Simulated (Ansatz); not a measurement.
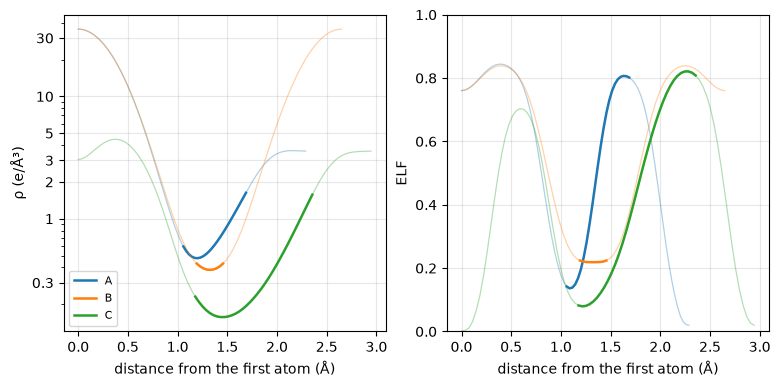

Hf2TaN2. Valence pseudo-density and ELF along straight lines between neighbouring atoms. Thin, pale parts lie inside the atomic spheres.

Space group P4/mmm; a structure generated by program, which may or may not match a known phase; computed without spin polarisation.

Theory: DFT PBE, scalar-relativistic, plane waves, PAW (Ansatz 0.2.0).

Core electrons are frozen (PAW), and the valence fields are smoothed inside the atomic spheres.

> Which curve belongs to which contact (Hf–Hf, Hf–N and Ta–N)? The first atom named is at distance zero.

Curve A: Hf–N (2.29 Å): ρ at the midpoint is about 0.49 e/Å³; the ELF peaks at about 0.80 in the valence shell of N, 0.7 Å from its nucleus, and is about 0.15 at the midpoint: no localised pair shows between them. Curve B: Hf–Hf (2.65 Å): ρ at the midpoint is about 0.38 e/Å³; the ELF is about 0.20 at the midpoint (no shared electron pair shows on this line). Curve C: Ta–N (2.94 Å): ρ at the midpoint is about 0.16 e/Å³; the ELF is about 0.15 at the midpoint (no localised pair shows between them).
